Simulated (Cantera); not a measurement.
Charge: 1 mol Si, 0.068 mol CO₂, 38 mol CO, 0.0047 mol H₂O, equilibrated at 0.240 bar.

These are equilibrium values from Cantera (NASA tables, ideal gas, pure condensed phases), not measurements of a reactor. Candidate condensed phases: C, C₆H₆, C₇H₈, C₈H₁₈, H₂O, Si, SiC, SiO₂; 123 gas species. Mutual solubility and eutectic melting of coexisting phases are not modelled. The tables hold silica as quartz up to 1696 K and as liquid above; real silica turns to tridymite and cristobalite and melts near 1996 K. The numbers say what is thermodynamically allowed, not how fast it happens.

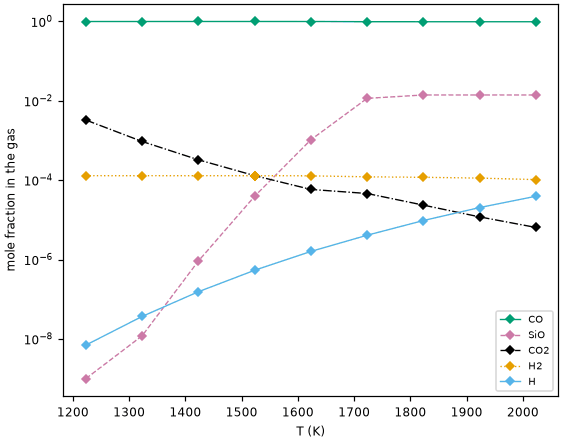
Equilibrium gas composition (values under 1e-9 drawn at 1e-9)

From 1223 K to 1623 K the condensed part is C(graphite) + SiO₂(β-quartz). At 1723 K the condensed part is SiC(s) + SiO₂(condensed). From 1823 K to 2023 K the condensed part is SiC(s).
